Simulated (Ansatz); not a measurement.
**Mg···Mg···Zn (charge −1, doublet): density, localisation and related maps**

Input file:

```
crystal:
  periodic: [false, false, false]
  atoms:
    - {symbol: Mg, position_ang: [0.099048, -0.045521, 0.030538]}
    - {symbol: Mg, position_ang: [1.307578, 0.020156, -2.784435]}
    - {symbol: Zn, position_ang: [-1.340526, 0.970366, -2.231502]}
basis:
  gaussian: {orbitals: def2-TZVPD, initial_orbitals: start.molden}
total_charge: -1
magnetization: {spin_polarized: true, initial_magnetization: 1}
hamiltonian: {xc: pbe0}
output: {orbitals: {seedname: orbitals}}
```

Command:

```sh
ansatz run in.yaml --threads 4 --pin off --events-out ev --progress --plain --max-ram 3916MiB
```

Geometry: PBE0/def2-TZVPD; the highest occupied orbital lies above zero, a sign that basis and functional describe the outermost electron poorly.

Level of theory: UKS PBE0/def2-TZVPD (Ansatz 0.2.0).

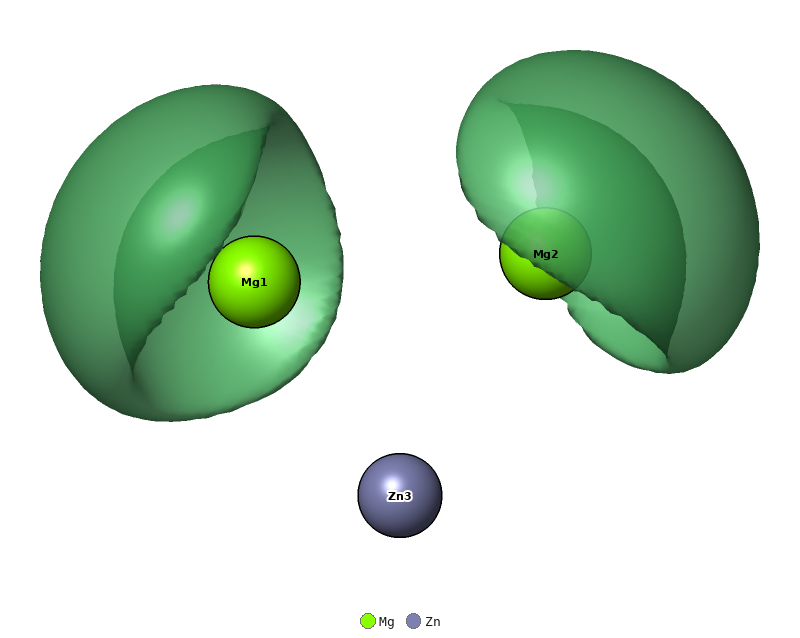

Figure 1. Isosurface of the electron localisation function at 0.85 (green), seen at a tilt. Only the valence region is drawn (cores and ρ < 0.01 e/Å³ removed).

**Describe the localisation domains.**

The surface consists of two regions wrapped around Mg (the valence shell of each).


Mg2···Zn3 (2.87 Å): the ELF is about 0.40 at the midpoint. Mg–Zn (2.87 Å): the ELF is about 0.40 at the midpoint.

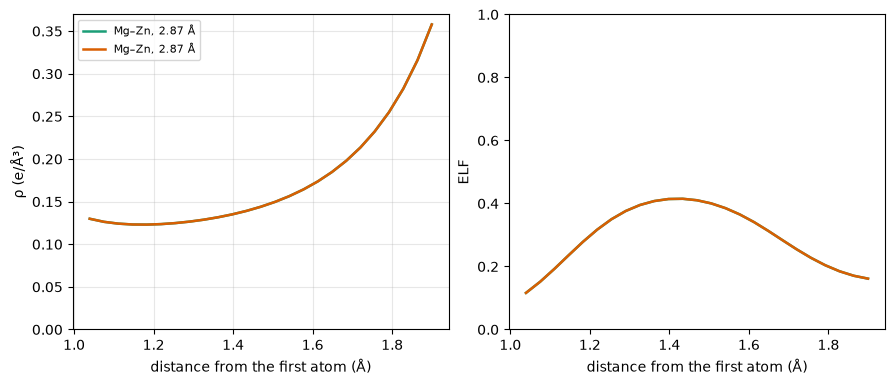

Figure 2. Total electron density and ELF along straight lines between neighbouring atoms. The curves leave out the atomic cores.

**Compare the contacts.**

Mg–Zn (2.87 Å): ρ is about 0.14 e/Å³ halfway, with its minimum of 0.12 e/Å³ about 1.2 Å from Mg; the ELF is about 0.40 at the midpoint.
Mg2···Zn3 (2.87 Å): the density falls to about 0.12 e/Å³ on the way; the ELF is about 0.40 at the midpoint.

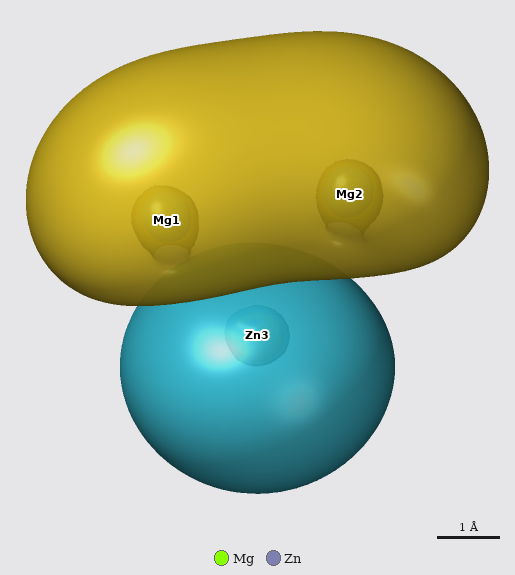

Figure 3. The HOMO−1 (β) at ±0.04 Å⁻³ᐟ² (yellow and cyan are the two phases), seen at a tilt.

**Where does this orbital lie, and at what energy?**

By Hirshfeld shares it lies mainly on Zn3 (about 40 %), Mg1 (about 30 %) and Mg2 (about 30 %); it is symmetric in the molecular plane (an in-plane orbital: σ, lone-pair or in-plane π type). Its energy is −1.29 eV.
